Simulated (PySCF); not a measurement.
# C4H8O: excited states, first hyperpolarisability

Aim: compute the excited states, first hyperpolarisability of C4H8O (`C=C(C)CO`).

Computed with PySCF 2.14.0 and routines of our own; the level stands in each step. Atoms count from 0.

### 1 The system as given

13 atoms, charge 0, multiplicity 1; geometry from: GFN2-xTB.

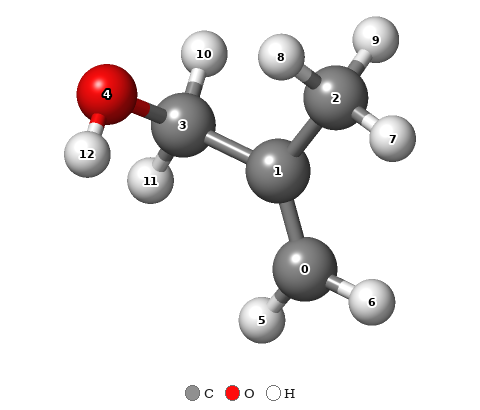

The starting geometry (carbon grey, oxygen red, hydrogen white).

### 2 Geometry optimisation at PBE0-D3(BJ)/def2-TZVP

What the job is given:

```
{"job": {"xc": "PBE0", "basis": "def2-TZVP", "d3": "d3bj", "grid": 2, "kind": "geom"}, "charge": 0, "multiplicity": 1}
C     -0.001088     1.612527     0.245587
C     -0.154597     0.329902    -0.039744
C     -1.364746    -0.463394     0.342110
C      0.916971    -0.457880    -0.754458
O      1.453042    -1.487988     0.052498
H      0.881129     2.159895    -0.042531
H     -0.759217     2.172308     0.766888
H     -2.000018     0.089798     1.028058
H     -1.060116    -1.400520     0.805140
H     -1.940502    -0.709071    -0.549902
H      0.491976    -0.969046    -1.623240
H      1.715776     0.213712    -1.099010
H      1.817002    -1.089756     0.850875
```

Command:

```console
OMP_NUM_THREADS=1 python excited_run.py task.json out
```

One launch serves the whole session: the jobs run in the order shown.

The program printed:

```text
step   0  E = -232.25733680  max force = 0.011217
step   1  E = -232.25778068  max force = 0.001978
step   2  E = -232.25781465  max force = 0.000632
step   3  E = -232.25782434  max force = 0.000624
step   4  E = -232.25783088  max force = 0.000265
optimisation converged
```

Wall time 56 s (1 thread of Arm Neoverse V2, shared host); peak memory 0.83 GiB.

Step by step:

| step | energy from step 0 (eV) | largest force component (eV/Å) |
| --- | --- | --- |
| 0 | 0.0000 | 0.5768 |
| 1 | -0.0121 | 0.1017 |
| 2 | -0.0130 | 0.0325 |
| 3 | -0.0133 | 0.0321 |
| 4 | -0.0134 | 0.0136 |

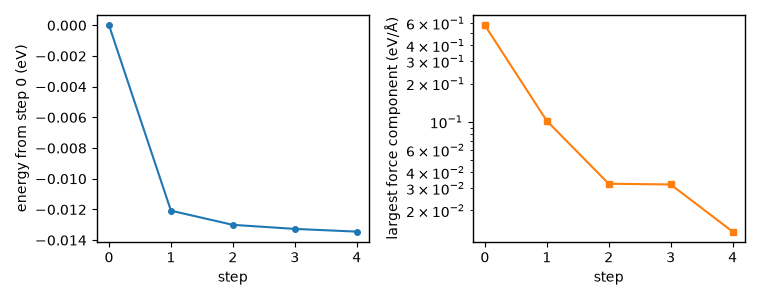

Energy and force, step by step.

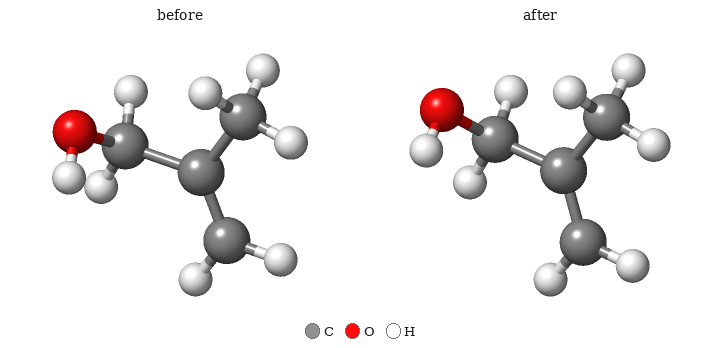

The geometry before (left) and after (right).

Close pairs (by a distance rule), those that changed most:

| bond | before (Å) | after (Å) | change (Å) |
| --- | --- | --- | --- |
| C1–C3 | 1.510 | 1.502 | -0.008 |
| C0–H6 | 1.077 | 1.085 | +0.008 |
| C0–H5 | 1.077 | 1.085 | +0.008 |
| C0–C1 | 1.323 | 1.329 | +0.006 |
| C2–H9 | 1.090 | 1.095 | +0.005 |
| C2–H7 | 1.086 | 1.090 | +0.004 |
| C2–H8 | 1.089 | 1.093 | +0.004 |
| C1–C2 | 1.497 | 1.494 | -0.002 |

The next job starts from the end point, and lists it.

| at the end point | value |
| --- | --- |
| point group (found at 0.08 Å tolerance) | C1 |
| rotational constants (GHz, main isotopes) | 7.593, 3.970, 2.959 |
| dipole moment (D) | 1.22 |

### 3 Excited states: TDA CAM-B3LYP/def2-TZVPD

What the job is given:

```
{"job": {"kind": "states", "xc": "CAM-B3LYP", "basis": "def2-TZVPD", "tda": true, "soc": true, "nstates": 6, "ntriplets": 5, "nquad": 4}, "charge": 0, "multiplicity": 1}
C      0.364549     0.871979     0.396417
C      0.103465    -0.366127    -0.011074
C     -1.111401    -1.128078     0.408463
C      1.049108    -1.083052    -0.931011
O      1.534748    -2.292926    -0.378290
H      1.259388     1.394360     0.074489
H     -0.309681     1.409098     1.054656
H     -1.719014    -0.559545     1.113001
H     -0.830337    -2.078482     0.868504
H     -1.728119    -1.375542    -0.461954
H      0.529949    -1.373810    -1.849540
H      1.873179    -0.414908    -1.210732
H      2.006020    -2.073618     0.430482
```

With the program's defaults for keys left out, this is: TDA CAM-B3LYP/def2-TZVPD excited states, vertical, gas phase, spin-orbit mean-field couplings.

The program printed:

```text
coarse grid: 10392 points
cycle   1  E = -232.3353311413  dE =  5.829e-01  |g| = 6.539e-01  |ddm| = 3.390e+00
cycle   2  E = -232.3032261253  dE =  3.211e-02  |g| = 8.195e-01  |ddm| = 1.609e+00
cycle   3  E = -232.4158375602  dE = -1.126e-01  |g| = 6.865e-02  |ddm| = 6.481e-01
cycle   4  E = -232.4166613692  dE = -8.238e-04  |g| = 2.670e-02  |ddm| = 1.022e-01
cycle   5  E = -232.4168337824  dE = -1.724e-04  |g| = 4.860e-03  |ddm| = 5.223e-02
cycle   6  E = -232.4168392294  dE = -5.447e-06  |g| = 1.270e-03  |ddm| = 1.092e-02
final grid: 99016 points
cycle   7  E = -232.4121434000  dE = -4.405e-05  |g| = 3.732e-03  |ddm| = 2.353e-01
cycle   8  E = -232.4121445222  dE = -1.122e-06  |g| = 3.019e-03  |ddm| = 1.857e-02
cycle   9  E = -232.4121466398  dE = -2.118e-06  |g| = 3.468e-04  |ddm| = 4.353e-03
cycle  10  E = -232.4121466543  dE = -1.444e-08  |g| = 2.524e-04  |ddm| = 1.102e-03
cycle  11  E = -232.4121466688  dE = -1.451e-08  |g| = 2.470e-05  |ddm| = 4.161e-04
cycle  12  E = -232.4121466690  dE = -1.785e-10  |g| = 6.193e-06  |ddm| = 8.973e-05
converged SCF energy = -232.4121466690

Singlet excitations
state   eV       nm        f     d(h-e)  d(exc)  Lambda  PR(NTO)  |dmu|/D   mu/D   main configurations
  1   6.6958   185.2   0.04684   0.579   3.566   0.410   1.146    2.473    2.545   H->L 0.78
  2   6.8918   179.9   0.00688   0.671   3.078   0.349   1.391    2.129    1.707   H-1->L 0.60, H-1->L+1 0.12
  3   7.3148   169.5   0.07236   1.034   3.096   0.392   1.244    3.253    2.038   H-1->L+1 0.48, H->L+1 0.16, H-1->L+2 0.10
  4   7.4853   165.6   0.33493   0.412   3.199   0.573   1.236    1.924    1.590   H->L+1 0.61, H-1->L+1 0.14
  5   7.6249   162.6   0.02651   1.176   3.852   0.305   1.196                     H->L+2 0.77
  6   7.7124   160.8   0.02949   0.330   3.852   0.286   1.034                     H->L+3 0.83

Triplet excitations (Tamm-Dancoff)
state   eV     d(h-e)  d(exc)  Lambda  PR(NTO)   main configurations
  1   4.3869   0.045   2.149   0.609   1.007   H->L+1 0.66, H->L+4 0.12, H->L 0.12
  2   6.4794   0.699   3.032   0.358   1.382   H-1->L 0.38, H->L 0.29, H-1->L+1 0.11
  3   6.6529   0.500   3.383   0.416   1.568   H->L 0.47, H-1->L 0.20, H->L+1 0.14
  4   7.0719   1.054   2.915   0.331   1.319   H-1->L+1 0.52, H-1->L+2 0.14
  5   7.4700   1.244   3.774   0.302   1.130   H->L+2 0.68, H->L+3 0.13
S1 - T1 = 2.3089 eV

Spin-orbit couplings |<S|Hso|T>| (cm-1)
             T1       T2       T3       T4       T5
S0        0.550   17.238   12.586   26.132    4.665
S1        2.886    3.874    5.399    6.302    7.770
S2        5.014    5.612    3.986    3.718    9.852
S3        4.786    6.482    3.658    2.116    4.768
S4        3.085    4.802    4.555    4.212    2.836
S5        4.987    9.227    1.836    6.622    1.153
S6        2.782    3.183    2.206    2.251    0.906
T1 sublevels (cm-1): 0.000 0.000 0.001   radiative rates (1/s): 0.102 0.189 0.557
```

Run time: 40 s. Hardware: 1 thread of Arm Neoverse V2, shared host; peak memory 0.89 GiB.

Key values:

| quantity | value |
| --- | --- |
| S1 less T1 | 2.31 eV |

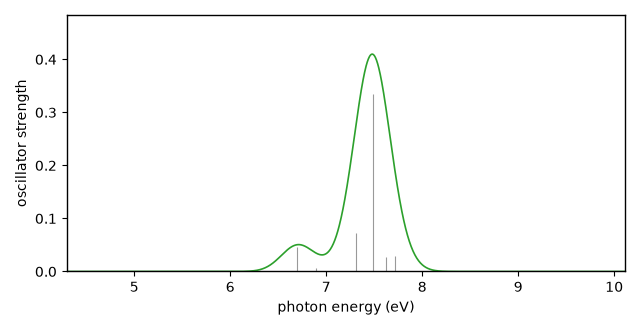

Absorption lines of the singlets. Lines are broadened to a width of 0.40 eV (Gaussian).

### 4 Excited states: TDDFT CAM-B3LYP/def2-TZVPD

The job, as its differences from that of step 3:

```diff
@@ -1,2 +1,2 @@
-{"job": {"kind": "states", "xc": "CAM-B3LYP", "basis": "def2-TZVPD", "tda": true, "soc": true, "nstates": 6, "ntriplets": 5, "nquad": 4}, "charge": 0, "multiplicity": 1}
+{"job": {"kind": "states", "xc": "CAM-B3LYP", "basis": "def2-TZVPD", "tpa": true, "nstates": 8, "nquad": 6, "ntriplets": 0}, "charge": 0, "multiplicity": 1}
 C      0.364549     0.871979     0.396417
```

Level: TDDFT CAM-B3LYP/def2-TZVPD excited states, vertical, gas phase, two-photon moments by quadratic response.

The program printed:

```text
coarse grid: 10392 points
cycle   1  E = -232.3353311413  dE =  5.829e-01  |g| = 6.539e-01  |ddm| = 3.390e+00
cycle   2  E = -232.3032261253  dE =  3.211e-02  |g| = 8.195e-01  |ddm| = 1.609e+00
cycle   3  E = -232.4158375602  dE = -1.126e-01  |g| = 6.865e-02  |ddm| = 6.481e-01
cycle   4  E = -232.4166613692  dE = -8.238e-04  |g| = 2.670e-02  |ddm| = 1.022e-01
cycle   5  E = -232.4168337824  dE = -1.724e-04  |g| = 4.860e-03  |ddm| = 5.223e-02
cycle   6  E = -232.4168392294  dE = -5.447e-06  |g| = 1.270e-03  |ddm| = 1.092e-02
final grid: 99016 points
cycle   7  E = -232.4121434000  dE = -4.405e-05  |g| = 3.732e-03  |ddm| = 2.353e-01
cycle   8  E = -232.4121445222  dE = -1.122e-06  |g| = 3.019e-03  |ddm| = 1.857e-02
cycle   9  E = -232.4121466398  dE = -2.118e-06  |g| = 3.468e-04  |ddm| = 4.353e-03
cycle  10  E = -232.4121466543  dE = -1.444e-08  |g| = 2.524e-04  |ddm| = 1.102e-03
cycle  11  E = -232.4121466688  dE = -1.451e-08  |g| = 2.470e-05  |ddm| = 4.161e-04
cycle  12  E = -232.4121466690  dE = -1.785e-10  |g| = 6.193e-06  |ddm| = 8.973e-05
converged SCF energy = -232.4121466690

Singlet excitations
state   eV       nm        f     d(h-e)  d(exc)  Lambda  PR(NTO)  |dmu|/D   mu/D   delta(TPA)   sigma/GM   main configurations
  1   6.6794   185.6   0.05254   0.535   3.554   0.400   1.154    2.256    2.456       61.56      1.006   H->L 0.80
  2   6.8759   180.3   0.00768   0.678   3.101   0.356   1.464    2.153    1.651       18.89      0.327   H-1->L 0.57, H-1->L+1 0.12
  3   7.1268   174.0   0.33064   0.348   2.874   0.629   1.328    1.508    1.012       18.05      0.336   H->L+1 0.80
  4   7.3503   168.7   0.03401   1.146   3.071   0.348   1.382    3.778    2.643       37.00      0.732   H-1->L+1 0.62, H-1->L+2 0.10
  5   7.6108   162.9   0.01758   1.279   3.882   0.304   1.183    5.016    5.539      187.43      3.977   H->L+2 0.75
  6   7.7011   161.0   0.01181   0.234   3.883   0.271   1.021    0.751    1.435       21.77      0.473   H->L+3 0.85
  7   7.9293   156.4   0.01785   1.083   3.829   0.420   1.140                                            H->L+4 0.81
  8   8.1753   151.7   0.02534   1.231   3.635   0.299   1.293                                            H-1->L+4 0.35, H-1->L+2 0.29, H-1->L 0.11
```

Run time: 53 s. Hardware: 1 thread of Arm Neoverse V2, shared host; peak memory 0.98 GiB.

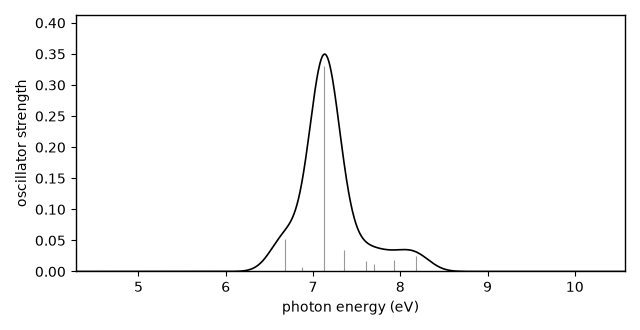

Absorption lines of the singlets. Lines are broadened to a width of 0.40 eV (Gaussian).

### 5 First hyperpolarisability: quadratic response CAM-B3LYP/def2-TZVPD

The job, as its differences from that of step 4:

```diff
@@ -1,2 +1,2 @@
-{"job": {"kind": "states", "xc": "CAM-B3LYP", "basis": "def2-TZVPD", "tpa": true, "nstates": 8, "nquad": 6, "ntriplets": 0}, "charge": 0, "multiplicity": 1}
+{"job": {"kind": "beta", "xc": "CAM-B3LYP", "basis": "def2-TZVPD"}, "charge": 0, "multiplicity": 1}
 C      0.364549     0.871979     0.396417
```

Level: quadratic response CAM-B3LYP/def2-TZVPD first hyperpolarisability, Taylor convention, gas phase.

The program printed:

```text
coarse grid: 10392 points
cycle   1  E = -232.3353311413  dE =  5.829e-01  |g| = 6.539e-01  |ddm| = 3.390e+00
cycle   2  E = -232.3032261253  dE =  3.211e-02  |g| = 8.195e-01  |ddm| = 1.609e+00
cycle   3  E = -232.4158375602  dE = -1.126e-01  |g| = 6.865e-02  |ddm| = 6.481e-01
cycle   4  E = -232.4166613692  dE = -8.238e-04  |g| = 2.670e-02  |ddm| = 1.022e-01
cycle   5  E = -232.4168337824  dE = -1.724e-04  |g| = 4.860e-03  |ddm| = 5.223e-02
cycle   6  E = -232.4168392294  dE = -5.447e-06  |g| = 1.270e-03  |ddm| = 1.092e-02
final grid: 99016 points
cycle   7  E = -232.4121434000  dE = -4.405e-05  |g| = 3.732e-03  |ddm| = 2.353e-01
cycle   8  E = -232.4121445222  dE = -1.122e-06  |g| = 3.019e-03  |ddm| = 1.857e-02
cycle   9  E = -232.4121466398  dE = -2.118e-06  |g| = 3.468e-04  |ddm| = 4.353e-03
cycle  10  E = -232.4121466543  dE = -1.444e-08  |g| = 2.524e-04  |ddm| = 1.102e-03
cycle  11  E = -232.4121466688  dE = -1.451e-08  |g| = 2.470e-05  |ddm| = 4.161e-04
cycle  12  E = -232.4121466690  dE = -1.785e-10  |g| = 6.193e-06  |ddm| = 8.973e-05
converged SCF energy = -232.4121466690

Lowest singlets (eV, f): 6.6794 0.0525  6.8759 0.0077  7.1268 0.3306

First hyperpolarisability (au)
process     nm      |vector|   parallel      HRS      DR
static         -       91.83     -46.39       35.8   6.308
shg       1907.0       95.14     -47.84      37.11   6.274
eope      1907.0       92.91     -46.86          -       -
shg       1064.0      103.38     -51.36      40.39   6.191
eope      1064.0       95.38     -47.94          -       -
```

It took 38 s on 1 thread of Arm Neoverse V2, shared host; peak memory 0.89 GiB.

### 6 What came out

| quantity | value |
| --- | --- |
| point group | C1 |
| rotational constants (main isotopes) | 7.59, 3.97, 2.96 GHz |
| S1 less T1 (step 3, TDA CAM-B3LYP/def2-TZVPD) | 2.31 eV |
| β vector (step 5, quadratic response CAM-B3LYP/def2-TZVPD) | static 92, SHG 1907.0 nm 95, SHG 1064.0 nm 103 au |

In words: Over 4 steps the energy fell by 0.013 eV; of the close pairs, C1–C3 changed most, 1.510 to 1.502 Å. In step 3, the number of triplets below S1 is 3, and the largest singlet-triplet spin-orbit coupling is S0–T4, 26.13 cm⁻¹. β grows from 92 au (static) to 103 au for doubling at 1064.0 nm: normal dispersion, which grows as twice the photon energy moves toward the bright states.
